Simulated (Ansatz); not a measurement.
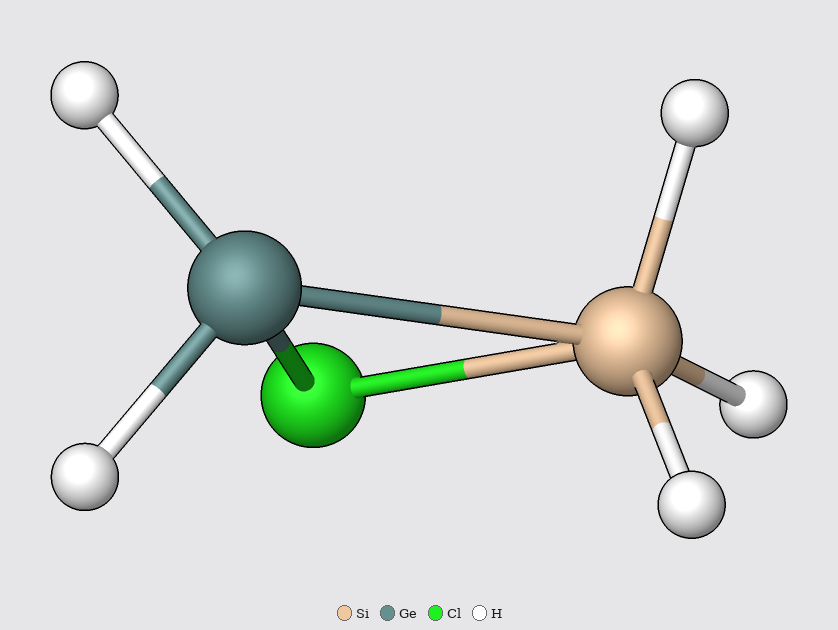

Sticks follow a distance rule. Harmonic vibrations computed with RKS PBE0-D4/def2-TZVP (Ansatz 0.2.0) at a stationary point of the same level.

How many imaginary frequencies does it have?

Answer. A first-order saddle point: one imaginary frequency, 221i cm⁻¹.

List the wavenumbers.

Answer. 18 modes: 221i, 112, 218, 261, 334, 531, 581, 617, 695, 839, 892, 987, 1031, 2035, 2061, 2166, 2210, 2239 cm⁻¹.
